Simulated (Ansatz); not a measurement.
**C2H4BNO: two geometries relaxed**

Are the two ends of the inversion of the pyramid at N1 separate minima, and which lies lower? Each is relaxed from a guess. SMILES of the start: NB1CC1=O.

All numbers below are computed with Ansatz 0.2.0 (RHF/def2-SVP).

## Step 1: Starting point

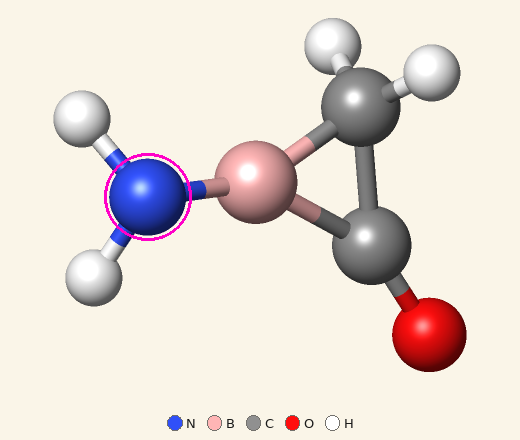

Start, viewed from a free direction; nitrogen blue, boron pink, carbon grey, oxygen red, hydrogen white. Ringed: N1.

Coordinates:

```xyz
9

N    -0.9849    1.3073   -0.7176
B    -0.1954    0.2179   -0.1654
C     0.1217   -0.7612    0.8994
C     0.8994   -1.0624   -0.3582
O     1.5549   -1.7820   -1.0544
H    -1.0796    2.1052    0.0075
H    -0.4673    1.7599   -1.5227
H    -0.6117   -1.4658    1.1606
H     0.8514   -0.3652    1.7337
```

## Step 2: End point A

Input file input.yaml:

```yaml
crystal:
  periodic: [false, false, false]
  atoms:
    - { symbol: "N", position_ang: [-0.9849, 1.3073, -0.7176] }
    - { symbol: B, position_ang: [-0.1954, 0.2179, -0.1654] }
    - { symbol: C, position_ang: [0.1217, -0.7612, 0.8994] }
    - { symbol: C, position_ang: [0.8994, -1.0624, -0.3582] }
    - { symbol: O, position_ang: [1.5549, -1.782, -1.0544] }
    - { symbol: H, position_ang: [-1.0796, 2.1052, 0.0075] }
    - { symbol: H, position_ang: [-0.4673, 1.7599, -1.5227] }
    - { symbol: H, position_ang: [-0.6117, -1.4658, 1.1606] }
    - { symbol: H, position_ang: [0.8514, -0.3652, 1.7337] }
basis:
  gaussian: { orbitals: def2-SVP }
hamiltonian:
  xc: hf
relax:
  f_tol: 0.015
  max_steps: 40
output:
  orbitals: {}
```

Run with:

```console
$ ansatz run input.yaml --threads 1 --pin off --max-ram 2048MiB --backend cpu --events-out ev --progress --plain --runs-dir out
```

Standard output, cut to the lines that bear on the results:

```text
Warning: RAYON_NUM_THREADS=1 ignored (pool sized by the plan → 1); use --threads N
[...]
Functional definition: HF
[...]
1016 factors; integrals over basis functions are off by at most 3.3e-4 eV
[...]
mean field -6307.45553527 eV, -231.7947155741 hartree, gradient 2.7e-5 eV, S^2 0.000000; 0 other end points of the search recorded, 0 dependent functions left out
[...]
reference -6307.45553527 eV, -231.7947155741 hartree; 18, 18 occupied and 72, 72 virtual orbitals, 1016 factors
relax step   1: F+E_penalty+E_count = -6307.45553527 eV  Δ(F+E_penalty+E_count) = +0.000e0 eV  max|allowed force component| = 4.017e0 eV/Å  Δτ_max = 0.0000 Å  (44 SCF iters, accepted)
[...]
relax step   4: F+E_penalty+E_count = -6308.87747434 eV  Δ(F+E_penalty+E_count) = -8.182e-2 eV  max|allowed force component| = 7.086e-1 eV/Å  Δτ_max = 0.0817 Å  (40 SCF iters, accepted)
[...]
relax step   7: F+E_penalty+E_count = -6308.92414668 eV  Δ(F+E_penalty+E_count) = -2.397e-3 eV  max|allowed force component| = 1.314e-1 eV/Å  Δτ_max = 0.0442 Å  (42 SCF iters, accepted)
[...]
relax step  10: F+E_penalty+E_count = -6308.92592643 eV  Δ(F+E_penalty+E_count) = -1.780e-3 eV  max|allowed force component| = 2.784e-2 eV/Å  Δτ_max = 0.0174 Å  (44 SCF iters, accepted)
[...]
relax step  12: F+E_penalty+E_count = -6308.92650565 eV  Δ(F+E_penalty+E_count) = -1.653e-4 eV  max|allowed force component| = 1.821e-2 eV/Å  Δτ_max = 0.0095 Å  (36 SCF iters, accepted)
[...]
relax step  13: F+E_penalty+E_count = -6308.92652083 eV  Δ(F+E_penalty+E_count) = -1.518e-5 eV  max|allowed force component| = 4.761e-3 eV/Å  Δτ_max = 0.0022 Å  (35 SCF iters, accepted)
1016 factors; integrals over basis functions are off by at most 2.7e-4 eV
mean field -6308.92652083 eV, -231.8487732965 hartree, gradient 1.7e-5 eV, S^2 0.000000; 1 other end points of the search recorded, 0 dependent functions left out
[...]
reference -6308.92652083 eV, -231.8487732965 hartree; 18, 18 occupied and 72, 72 virtual orbitals, 1016 factors
Total energy: -6308.92652083 eV, -231.8487732965 hartree
Atom 0 at    -0.688609     1.422963    -0.654728 Å, force    -0.001907     0.004761    -0.001203 eV/Å
Atom 1 at    -0.081083     0.264238    -0.240507 Å, force    -0.002421    -0.002055     0.003447 eV/Å
Atom 2 at     0.173261    -0.760837     0.931712 Å, force    -0.000972     0.002426    -0.003541 eV/Å
Atom 3 at     0.801532    -0.995088    -0.426849 Å, force     0.003113    -0.002802     0.003917 eV/Å
Atom 4 at     1.499453    -1.776140    -0.971326 Å, force    -0.000282    -0.000041    -0.000852 eV/Å
Atom 5 at    -1.261321     1.979988    -0.053286 Å, force     0.002124    -0.001856    -0.002183 eV/Å
Atom 6 at    -0.594741     1.779968    -1.583628 Å, force    -0.000861     0.000051     0.001906 eV/Å
Atom 7 at    -0.611715    -1.455673     1.234258 Å, force     0.000073     0.000081    -0.000711 eV/Å
Atom 8 at     0.851721    -0.505719     1.747254 Å, force     0.001131    -0.000564    -0.000779 eV/Å
Dipole moment:    -0.571936     0.785148     0.177566 e Å
```

Wall time 19 s (1 thread of Intel Xeon 6975P-C (Granite Rapids), shared host); peak memory 0.19 GiB.

Step by step:

```csv
step,energy from step 1 (eV),largest force component (eV/Å)
1,0.0000,4.0175
2,-1.0591,2.0890
3,-1.3401,1.5135
4,-1.4219,0.7086
5x,-1.2910,1.4076
6,-1.4662,0.2383
7,-1.4686,0.1314
8x,-1.3984,0.7428
9x,-1.4684,0.1172
10,-1.4704,0.0278
11,-1.4708,0.0324
12,-1.4710,0.0182
13,-1.4710,0.0048
```

Step 1 is the start. 3 steps were tried and not accepted (marked x).

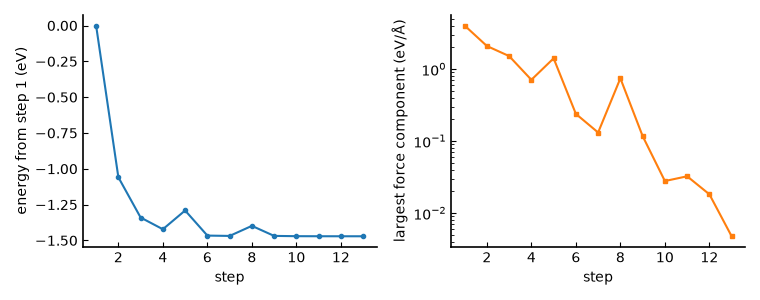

Energy and largest force along the relaxation.

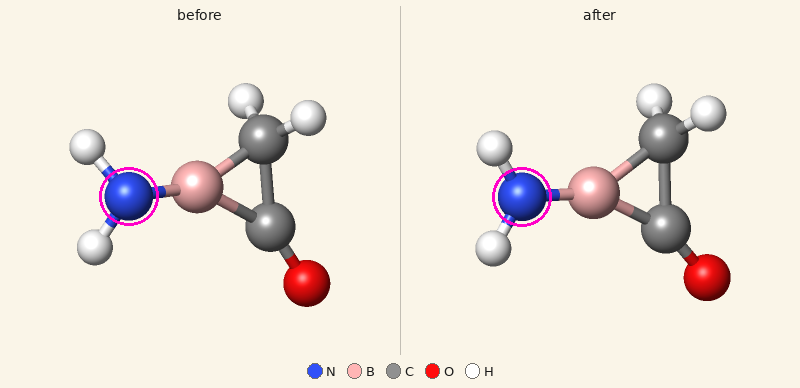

Before and after, at one scale.

After: Bond lengths: N1–B2 1.372 Å, B2–C3 1.578 Å, B2–C4 1.549 Å, C3–C4 1.515 Å, C4–O5 1.181 Å, N1–H6 1.000 Å, N1–H7 1.000 Å, C3–H8 1.091 Å, C3–H9 1.091 Å. Angles (14 of 15 angles, heavy atoms first): N1–B2–C3 147.6°, N1–B2–C4 154.5°, C3–B2–C4 58.0°, B2–C3–C4 60.1°, B2–C4–C3 62.0°, B2–C4–O5 158.5°, C3–C4–O5 139.6°, B2–N1–H6 122.8°, B2–N1–H7 122.7°, B2–C3–H8 120.2°, B2–C3–H9 120.2°, C4–C3–H8 116.6°, C4–C3–H9 116.7°, H6–N1–H7 114.4°.

## Step 3: Relaxing end B

The second end starts from a geometry with the move made by hand.

input.yaml: that of step 2 with these lines changed.

```diff
@@ -8,4 +8,4 @@
     - { symbol: O, position_ang: [1.5549, -1.782, -1.0544] }
-    - { symbol: H, position_ang: [-1.0796, 2.1052, 0.0075] }
-    - { symbol: H, position_ang: [-0.4673, 1.7599, -1.5227] }
+    - { symbol: H, position_ang: [-1.93228, 1.38224, -0.19968] }
+    - { symbol: H, position_ang: [-1.26118, 1.08679, -1.71559] }
     - { symbol: H, position_ang: [-0.6117, -1.4658, 1.1606] }
@@ -19,3 +19 @@
   max_steps: 40
-output:
-  orbitals: {}
```

Run with:

```console
$ ansatz run input.yaml --threads 1 --pin off --max-ram 2048MiB --backend cpu --events-out ev --progress --plain --runs-dir out
```

Standard output, cut to the lines that bear on the results:

```text
Warning: RAYON_NUM_THREADS=1 ignored (pool sized by the plan → 1); use --threads N
[...]
[... 1 set-up line as earlier in the session ...]
[...]
1016 factors; integrals over basis functions are off by at most 3.3e-4 eV
[...]
mean field -6307.45302100 eV, -231.7946231764 hartree, gradient 2.6e-5 eV, S^2 0.000000; 0 other end points of the search recorded, 0 dependent functions left out
[...]
reference -6307.45302100 eV, -231.7946231764 hartree; 18, 18 occupied and 72, 72 virtual orbitals, 1016 factors
relax step   1: F+E_penalty+E_count = -6307.45302100 eV  Δ(F+E_penalty+E_count) = +0.000e0 eV  max|allowed force component| = 3.922e0 eV/Å  Δτ_max = 0.0000 Å  (43 SCF iters, accepted)
[...]
relax step   4: F+E_penalty+E_count = -6308.85365354 eV  Δ(F+E_penalty+E_count) = -4.868e-2 eV  max|allowed force component| = 1.008e0 eV/Å  Δτ_max = 0.2000 Å  (41 SCF iters, accepted)
[...]
reference -6308.92651016 eV, -231.8487729043 hartree; 18, 18 occupied and 72, 72 virtual orbitals, 1016 factors
Total energy: -6308.92651016 eV, -231.8487729043 hartree
Atom 0 at    -1.149154     1.051241    -0.776922 Å, force     0.000021     0.002054     0.003193 eV/Å
Atom 1 at    -0.320920     0.065688    -0.301359 Å, force    -0.000600     0.000800     0.001848 eV/Å
Atom 2 at     0.159979    -0.787085     0.935877 Å, force     0.010690    -0.010503    -0.004350 eV/Å
Atom 3 at     0.776201    -1.020677    -0.428272 Å, force    -0.009551     0.004471    -0.006066 eV/Å
Atom 4 at     1.589998    -1.704185    -0.942156 Å, force     0.003894    -0.003136     0.003827 eV/Å
Atom 5 at    -1.794613     1.544666    -0.193967 Å, force    -0.001231    -0.001309    -0.001788 eV/Å
Atom 6 at    -1.156032     1.336076    -1.734950 Å, force     0.000944     0.000401    -0.000878 eV/Å
Atom 7 at    -0.469609    -1.586092     1.330569 Å, force    -0.002119     0.002971     0.000892 eV/Å
Atom 8 at     0.806090    -0.342001     1.694009 Å, force    -0.002048     0.004251     0.003323 eV/Å
Dipole moment:    -0.702674     0.678336     0.142092 e Å
```

Wall time 17 s (1 thread of Intel Xeon 6975P-C (Granite Rapids), shared host); peak memory 0.2 GiB.

Step by step:

```csv
step,energy from step 1 (eV),largest force component (eV/Å)
1,0.0000,3.9216
2,-1.0721,2.1121
3,-1.3520,1.2512
4,-1.4006,1.0078
5,-1.4641,0.5852
6,-1.4708,0.1785
7,-1.4723,0.0360
8,-1.4723,0.0581
9,-1.4728,0.0378
10,-1.4734,0.0211
11,-1.4734,0.0169
12,-1.4735,0.0107
```

Step 1 is the start.

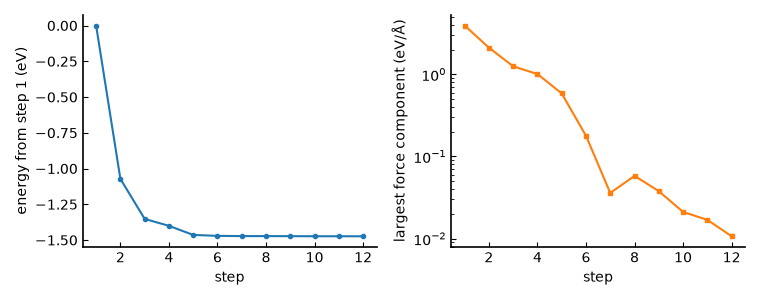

Energy and largest force along the relaxation.

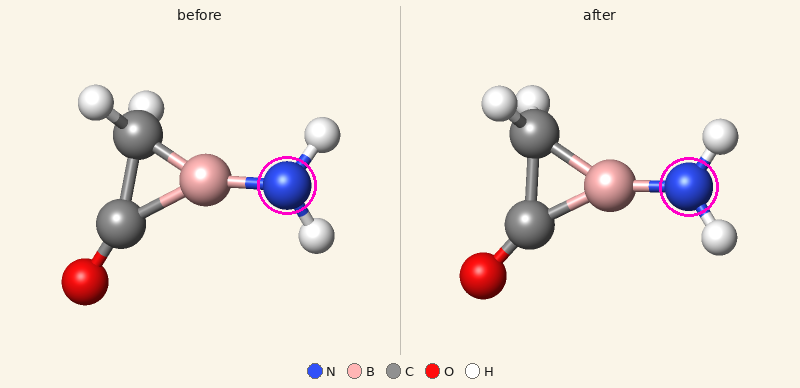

Before and after, at one scale.

After: Bond lengths: N1–B2 1.372 Å, B2–C3 1.578 Å, B2–C4 1.549 Å, C3–C4 1.515 Å, C4–O5 1.180 Å, N1–H6 1.000 Å, N1–H7 0.999 Å, C3–H8 1.091 Å, C3–H9 1.091 Å. Angles (14 of 15 angles, heavy atoms first): N1–B2–C3 147.5°, N1–B2–C4 154.5°, C3–B2–C4 58.0°, B2–C3–C4 60.1°, B2–C4–C3 62.0°, B2–C4–O5 158.4°, C3–C4–O5 139.6°, B2–N1–H6 122.8°, B2–N1–H7 122.7°, B2–C3–H8 120.2°, B2–C3–H9 120.3°, C4–C3–H8 116.6°, C4–C3–H9 116.6°, H6–N1–H7 114.4°.

## Step 4: Summary of results

| quantity | value |
| --- | --- |
| end A | 9 moves, 1.471 eV lower |
| end B | 11 moves, 1.473 eV lower |
| largest difference between the ends | 0.00 Å |
| end B relative to end A | +0.000 eV |

The two relaxations end at one structure, within 0.00 Å: no second minimum was found from this start, which doesn't rule one out.
